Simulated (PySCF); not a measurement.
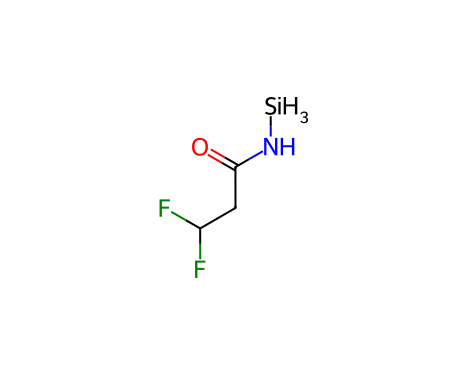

Skeletal drawing of a molecule.

Give its SMILES.

Answer. O=C(CC(F)F)N[SiH3]

What is the molecular formula?

Answer. C3H7F2NOSi.

An optimisation with GFN2-xTB gave a structure of which point group?

Answer. C1. Other conformers may differ.

More results for the same structure follow; atom numbers are the same in all pictures, views and colours differ. The geometry was computed by an optimisation with GFN2-xTB. No frequency run is at hand to confirm it as a minimum.

**Shape**

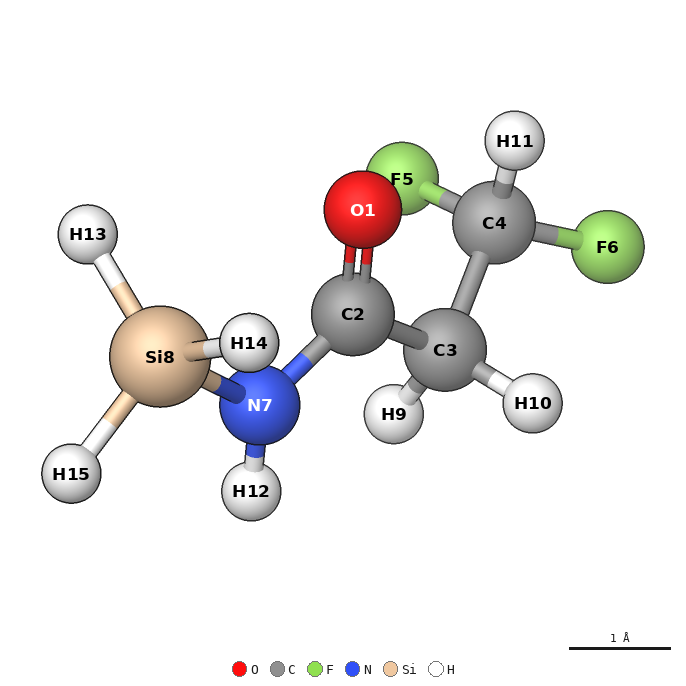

Atoms carry their numbers in the input. No frequency run is at hand to confirm it as a minimum.

Give the bond lengths.

| bond | length (Å) | order |
| --- | --- | --- |
| O1–C2 | 1.215 | double |
| C2–C3 | 1.523 | single |
| C2–N7 | 1.339 | single |
| C3–C4 | 1.520 | single |
| C3–H9 | 1.091 | single |
| C3–H10 | 1.093 | single |
| C4–F5 | 1.355 | single |
| C4–F6 | 1.357 | single |
| C4–H11 | 1.100 | single |
| N7–Si8 | 1.766 | single |
| N7–H12 | 1.006 | single |
| Si8–H13 | 1.455 | single |
| Si8–H14 | 1.456 | single |
| Si8–H15 | 1.465 | single |

**Quadrupole coupling**

No frequency run is at hand to confirm it as a minimum. Electric field gradients from the ground-state density, PBE0/pcSseg-1 (PySCF 2.14.0), non-relativistic apart from any core potentials.

Give the largest field-gradient component, the quadrupole coupling constant and the asymmetry for 17O at O1 (Q = −25.6 mb), 14N at N7 (Q = 20.44 mb), 2H at H9 (Q = 2.86 mb), 2H at H10 (Q = 2.86 mb), 2H at H11 (Q = 2.86 mb), 2H at H12 (Q = 2.86 mb).

```tsv
atom	V_zz (a.u.)	e²qQ/h (MHz)	η
O1	−1.493	8.98	0.03
N7	−0.669	−3.21	0.56
H9	0.300	0.202	0.05
H10	0.299	0.201	0.03
H11	0.263	0.176	0.05
H12	0.418	0.281	0.15
```

**Charges**

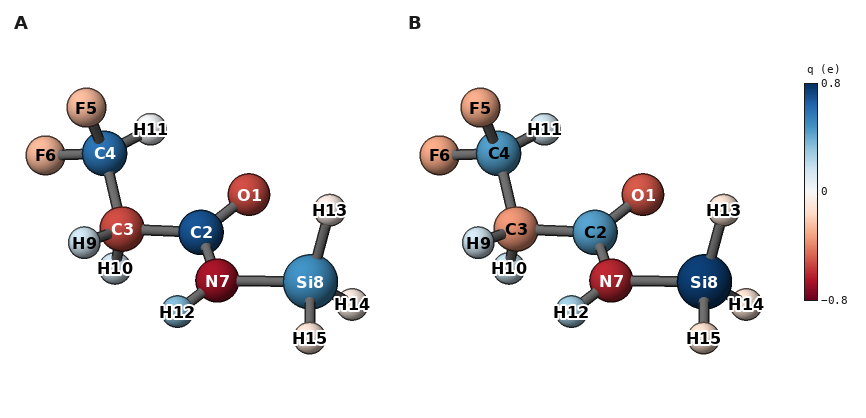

Atomic charges of one calculation by 2 schemes, on one colour scale. No frequency run is at hand to confirm it as a minimum. Method: PBE0/pcSseg-1 (PySCF 2.14.0).

The schemes are ESP-fitted, IAO. Which panel shows which?

Answer. A ESP-fitted, B IAO.

List the charges (e), one line for each set of equivalent atoms.

```json
{"atom": "O1", "ESP-fitted": "−0.52", "IAO": "−0.50"}
{"atom": "C2", "ESP-fitted": "0.69", "IAO": "0.44"}
{"atom": "C3", "ESP-fitted": "−0.52", "IAO": "−0.35"}
{"atom": "C4", "ESP-fitted": "0.59", "IAO": "0.45"}
{"atom": "F5", "ESP-fitted": "−0.26", "IAO": "−0.31"}
{"atom": "F6", "ESP-fitted": "−0.27", "IAO": "−0.31"}
{"atom": "N7", "ESP-fitted": "−0.66", "IAO": "−0.60"}
{"atom": "Si8", "ESP-fitted": "0.49", "IAO": "0.75"}
{"atom": "H9", "ESP-fitted": "0.16", "IAO": "0.16"}
{"atom": "H10", "ESP-fitted": "0.17", "IAO": "0.18"}
{"atom": "H11", "ESP-fitted": "0.02", "IAO": "0.16"}
{"atom": "H12", "ESP-fitted": "0.35", "IAO": "0.28"}
{"atom": "H13", "ESP-fitted": "−0.07", "IAO": "−0.11"}
{"atom": "H14", "ESP-fitted": "−0.07", "IAO": "−0.12"}
{"atom": "H15", "ESP-fitted": "−0.11", "IAO": "−0.14"}
```

**Excitation**

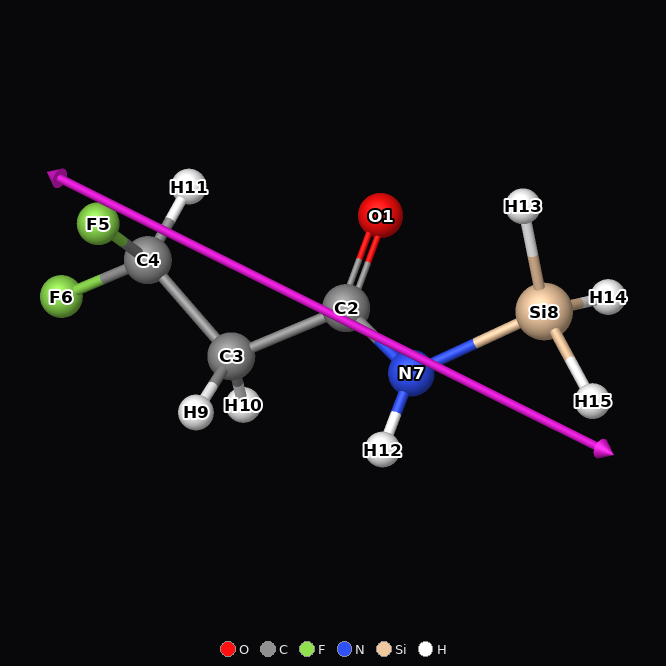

The double arrow shows the direction of the transition dipole to excited singlet state 4 (its length means nothing). No frequency run is at hand to confirm it as a minimum. Method: TDDFT PBE0/def2-SVPD, vertical, gas phase, core orbitals frozen in the response (PySCF 2.14.0).

Where does the transition lie, and how strong is it?

Answer. 7.31 eV (170 nm), oscillator strength 0.18, mainly HOMO−1 → LUMO (weight 0.56); transition dipole 2.56 D.

**Polarisability**

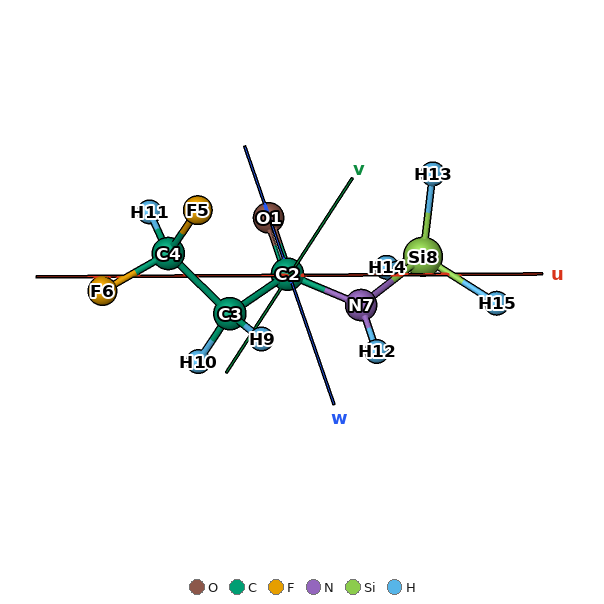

The lines u, v and w are the principal axes of the static dipole polarisability. No frequency run is at hand to confirm it as a minimum. Computed with PBE0/def2-SVPD (PySCF 2.14.0).

Along which axis is the molecule most polarisable, and along which least?

Answer. Most along u (close to the long direction F6···Si8), least along v (nearly parallel to the C4–F5 bond).

Give the three principal values.

Answer. u 91.7, v 62.0, w 70.7 bohr³; mean 74.8, anisotropy 26.4 bohr³.

The geometry is semi-empirical. Around Si such bond lengths and angles can be off by a tenth of an ångström or more and by several degrees, and values that hang on the shape move with them.
